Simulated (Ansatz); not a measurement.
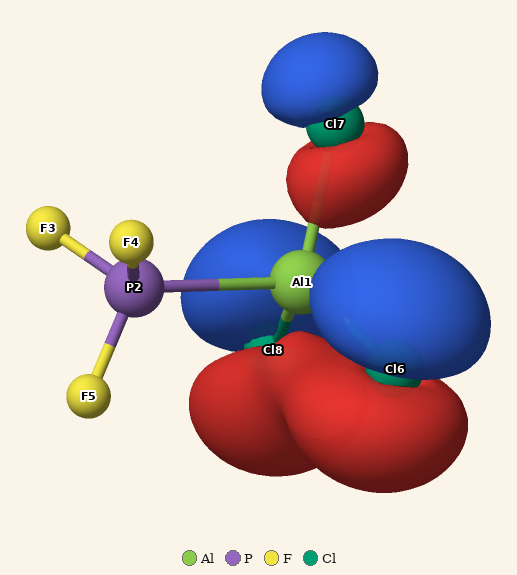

AlCl3F3P (charge +1, doublet). The HOMO (β) at ±0.08 Å⁻³ᐟ² (blue and red are the two phases), seen at a tilt.

Geometry: PBE-D4/def2-SVP.

Theory: UKS PBE0-D4/def2-TZVP (Ansatz 0.2.0).

Input file:

```
crystal:
  periodic: [false, false, false]
  atoms:
    - {symbol: Al, position_ang: [-0.002720, 0.003113, -1.305193]}
    - {symbol: P, position_ang: [0.002643, -0.002153, 1.169942]}
    - {symbol: F, position_ang: [-1.421887, 0.038913, 1.834764]}
    - {symbol: F, position_ang: [0.753599, 1.208668, 1.835494]}
    - {symbol: F, position_ang: [0.678855, -1.260224, 1.827907]}
    - {symbol: Cl, position_ang: [2.074291, -0.050665, -1.792157]}
    - {symbol: Cl, position_ang: [-0.995895, 1.831010, -1.780465]}
    - {symbol: Cl, position_ang: [-1.088886, -1.768671, -1.790281]}
basis:
  gaussian: {orbitals: def2-TZVP, initial_orbitals: start.molden}
total_charge: 1
magnetization: {spin_polarized: true, initial_magnetization: 1}
hamiltonian: {xc: pbe0, dispersion: d4}
scf: {omitted_lower_state_checks: [starts]}
output: {orbitals: {seedname: orbitals}}
```

Run with:

```sh
ansatz run in.yaml --threads 4 --pin off --events-out ev --progress --plain --max-ram 4787MiB
```

Where does this orbital lie, and at what energy?

Its weight (Hirshfeld) is mainly on Cl8 (about 40 %), Cl6 (about 40 %) and Cl7 (about 10 %); largely a combination of lone pairs on Cl8, Cl6 and Cl7. It is one of a degenerate set, so its orientation is arbitrary. Its energy is −14.38 eV.
